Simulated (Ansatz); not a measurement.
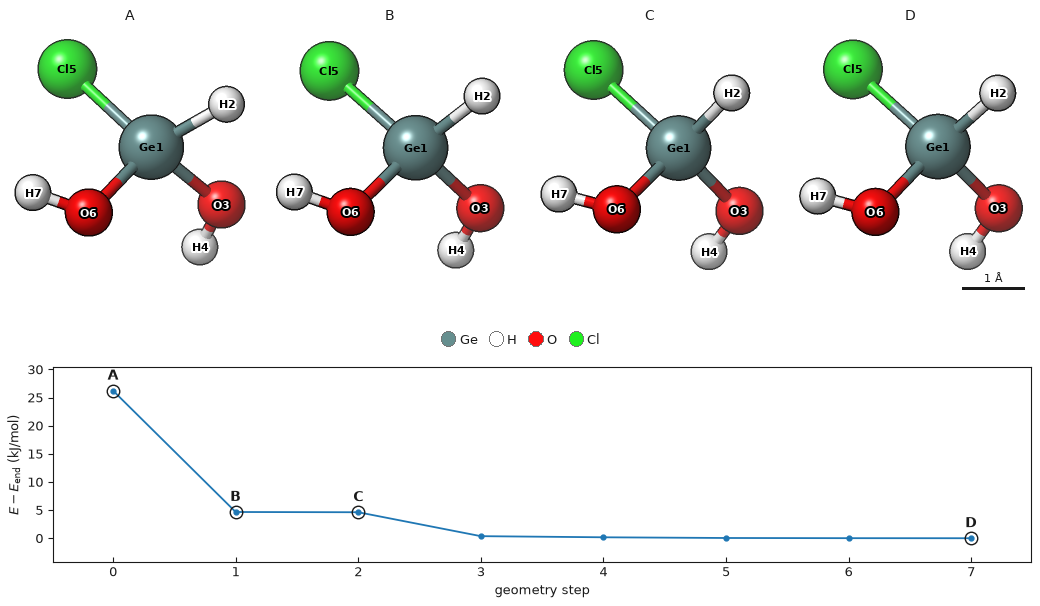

Frames of a relaxation of GeH$_{3}$O$_{2}$Cl, marked on the history of the run. A ball-and-stick model, seen at a tilt.

The run prepares an end point of a later path (reaction) calculation, from a guessed geometry.

The calculation used Ansatz, RKS B3LYP/def2-SVP. Settings: no spin polarisation; force threshold 0.03 eV/Å; at most 50 steps.

> What happens along the run?

After 7 geometry steps the energy has fallen by 26.2 kJ/mol. Largest force component: 1.1 eV/Å at the start, 0.0073 eV/Å at the end. H2 moves most after the best rigid fit: 0.30 Å. By element the largest moves are H 0.30 Å, O 0.13 Å, Ge 0.11 Å, Cl 0.09 Å. Near-neighbour distances that change, for instance: Ge1–O3 1.756 → 1.764 Å, Ge1–Cl5 2.175 → 2.182 Å. Among the angles between lasting bonds that change: H2–Ge1–O3 86.6° → 106.6°, H2–Ge1–O6 120.5° → 113.9°, H2–Ge1–Cl5 116.1° → 110.5°. From step 0 to 1: H2 moves most (0.20 Å), energy −21.6 kJ/mol. From step 1 to 2: H2 moves most (0.20 Å), energy −0.04 kJ/mol. From step 2 to 7: H2 moves most (0.10 Å), energy −4.62 kJ/mol.

| step | E − E(0), kJ/mol | largest force component, eV/Å |
| --- | --- | --- |
| 0 | 0.00 | 1.0544 |
| 1 | -21.56 | 0.3739 |
| 2 | -21.60 | 0.4651 |
| 3 | -25.86 | 0.1258 |
| 4 | -26.06 | 0.0723 |
| 5 | -26.18 | 0.0675 |
| 6 | -26.21 | 0.0390 |
| 7 | -26.22 | 0.0073 |
